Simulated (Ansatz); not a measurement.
System: C2H8O2Sn.

Input file:

```
crystal:
  periodic: [false, false, false]
  atoms:
    - { symbol: Sn, position_ang: [0.0, 0.0, 0.0] }
    - { symbol: C, position_ang: [0.0, 0.0, 2.15] }
    - { symbol: H, position_ang: [-0.9996, -0.3092, 2.5205] }
    - { symbol: H, position_ang: [0.7676, -0.7111, 2.5205] }
    - { symbol: H, position_ang: [0.232, 1.0203, 2.5205] }
    - { symbol: O, position_ang: [1.8483, 0.0, -0.6527] }
    - { symbol: H, position_ang: [2.1646, -0.9521, -0.7693] }
    - { symbol: C, position_ang: [-1.0126, 1.7544, -0.716] }
    - { symbol: H, position_ang: [-2.0653, 1.5008, -0.9603] }
    - { symbol: H, position_ang: [-0.9943, 2.5391, 0.069] }
    - { symbol: H, position_ang: [-0.5023, 2.131, -1.6269] }
    - { symbol: O, position_ang: [-0.9232, -1.5994, -0.6527] }
    - { symbol: H, position_ang: [-1.3778, -2.065, 0.1197] }
basis:
  gaussian: { orbitals: def2-SVP }
hamiltonian:
  xc: pbe0
  dispersion: d4
relax:
  f_tol: 0.02
  max_steps: 40
output:
  orbitals: {}
```

Command:

```sh
ansatz run input.yaml --threads 2 --pin off --max-ram 3072MiB --backend cpu --events-out ev --progress --plain --runs-dir out
```

The fields are those of the relaxed geometry.

Core potentials replace the inner electrons of Sn.

All numbers below come from Ansatz 0.2.0, RKS PBE0-D4/def2-SVP.

### What will maps of the electron density and electron localisation function show?

Sn–O (1.99 Å): the density is about 0.71 e/Å³ at the midpoint; the ELF peaks at about 0.85 in the valence shell of O, 0.6 Å from its nucleus, and drops to about 0.10 between the two atoms.
C–Sn (2.13 Å): ρ is about 0.7 e/Å³ halfway; the ELF peaks at about 0.90 in the valence shell of C, 0.7 Å from its nucleus, and drops to about 0.20 between the two atoms.
O–H (0.96 Å): ρ at the midpoint is about 3.6 e/Å³; the ELF climbs to about 1 towards the hydrogen, as it does in any bond to H: a covalent bond by its length.
C–H (1.10 Å): the density is about 1.9 e/Å³ at the midpoint; the ELF climbs to about 1 towards the hydrogen; a covalent bond by its length.

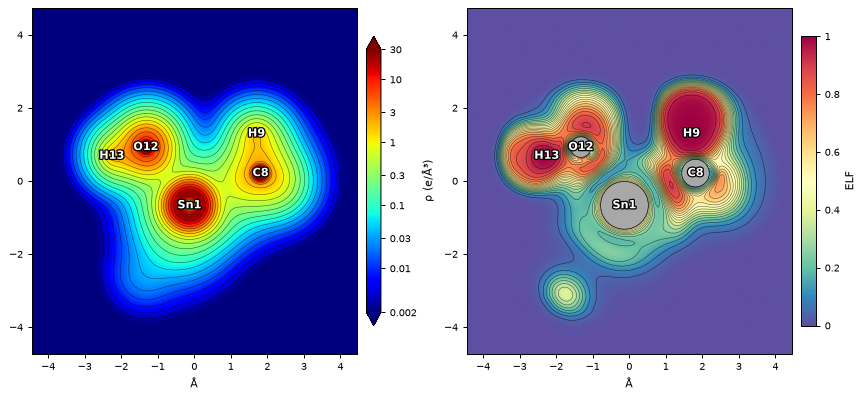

Computed electron density and electron localisation function on the plane of atoms C8, Sn1 and O12, in this order. Grey discs cover the atomic cores in the ELF map. 
